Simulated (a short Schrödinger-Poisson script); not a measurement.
Stack: gated In0.52Al0.48As/In0.53Ga0.47As δ-doped gas in a quantum well, at 20 K.

```csv
layer,material,thickness (nm),Na (cm⁻³)
1,In0.52Al0.48As,15,-
2,In0.52Al0.48As,2,-
3,In0.53Ga0.47As,10,-
4,In0.52Al0.48As,4000,1e15
```

The device is made up for the run: typed textbook-type constants, with dimensions and the other settings drawn at random. In0.52Al0.48As: permittivity 12.5, conduction-band edge (eV) 0.52, gap (eV) 1.45, electron mass (mₑ) 0.075, Nv at 300 K (cm⁻³) 1.1e19. In0.53Ga0.47As: permittivity 13.9, conduction-band edge (eV) 0, gap (eV) 0.74, Nv at 300 K (cm⁻³) 7.7e18.

Channel valleys (confinement mass, in-plane density-of-states mass, number): Γ 0.041, 0.041, 1. At the gate the conduction-band edge of layer 1 lies 0.65 eV − eVg above the Fermi level of the channel; the field vanishes at the back. Sheet of ionised δ-doping: +5.3e12 e/cm² at 15 nm from the gate. The barrier under the gate holds no holes. Gaps are held at their typed values at every temperature. Mesh 0.08 nm at interfaces.

From a short Schrödinger-Poisson script (our own, NumPy): 1D Poisson equation in equilibrium, electrons quantum, Hartree plus LDA exchange-correlation (BenDaniel-Duke, 40 states a valley, the channel's in-plane mass for all, wave functions free to enter the barrier), parabolic valleys, classical holes, full ionisation, no traps, pinning or gate leakage.

Only gate voltages with over 1e8 electrons/cm² are shown.

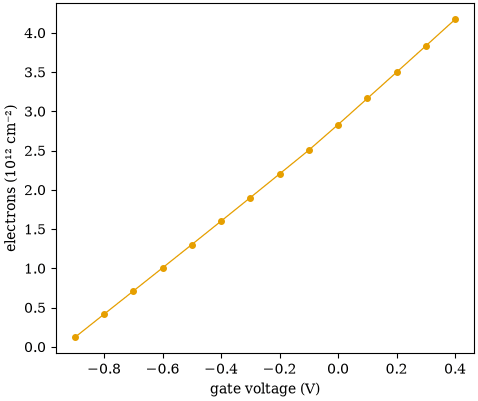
Fig. 1. Sheet density against gate voltage

| Vg (V) | electrons (cm⁻²) | in the channel layer | C (μF/cm²) | Γ E0 (meV) | Γ E1 (meV) |
|---|---|---|---|---|---|
| 0.4 | 4.17e12 | 3.88e12 | 0.543 | -200.1 | -43.4 |
| 0.3 | 3.83e12 | 3.60e12 | 0.539 | -189.4 | -34.4 |
| 0.2 | 3.50e12 | 3.30e12 | 0.537 | -178.9 | -25.4 |
| 0.1 | 3.16e12 | 3.01e12 | 0.535 | -168.4 | -16.3 |
| 0 | 2.83e12 | 2.71e12 | 0.533 | -158.1 | -7.2 |
| -0.1 | 2.51e12 | 2.41e12 | 0.495 | -146.1 | 4.0 |
| -0.2 | 2.20e12 | 2.13e12 | 0.485 | -128.6 | 21.2 |
| -0.3 | 1.90e12 | 1.84e12 | 0.483 | -111.0 | 38.5 |
| -0.4 | 1.60e12 | 1.55e12 | 0.480 | -93.5 | 55.9 |
| -0.5 | 1.30e12 | 1.27e12 | 0.478 | -76.0 | 73.4 |
| -0.6 | 1.01e12 | 9.79e11 | 0.476 | -58.7 | 90.9 |
| -0.7 | 7.10e11 | 6.92e11 | 0.474 | -41.4 | 108.5 |
| -0.8 | 4.15e11 | 4.05e11 | 0.473 | -24.2 | 126.3 |
| -0.9 | 1.19e11 | 1.16e11 | 0.480 | -6.9 | 144.3 |

Subbands count from the Fermi level.

Above a few 1e12 electrons/cm² a light Γ valley is non-parabolic and upper valleys begin to fill, which the model leaves out.
